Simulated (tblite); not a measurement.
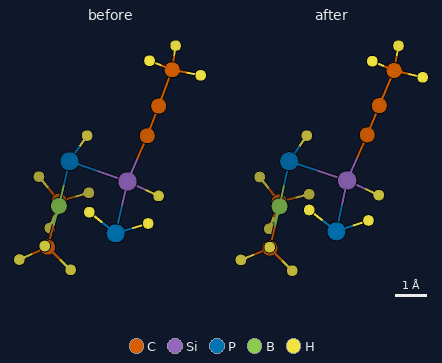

The structure of C$_{5}$H$_{13}$BP$_{2}$Si before (left) and after (right) a relaxation, at one scale.

A ball-and-stick model, seen from a free direction.

Theory: tblite 0.8.0, GFN2-xTB geometry optimisation, gas phase. 

> Summarise the run.

The largest move after the best rigid fit is that of an H atom, 0.14 Å. By element the largest moves are H 0.14 Å, P 0.08 Å, C 0.06 Å, Si 0.06 Å, B 0.03 Å. Some distances before and after: H–Si 1.461 → 1.478 Å, C–C 1.193 → 1.207 Å, C–C 1.456 → 1.444 Å, C–H 1.100 → 1.091 Å. Over 60 geometry steps the energy falls by 0.60 kcal/mol. The run took 0.55 s on 1 thread of Arm Neoverse V2, on a shared host.
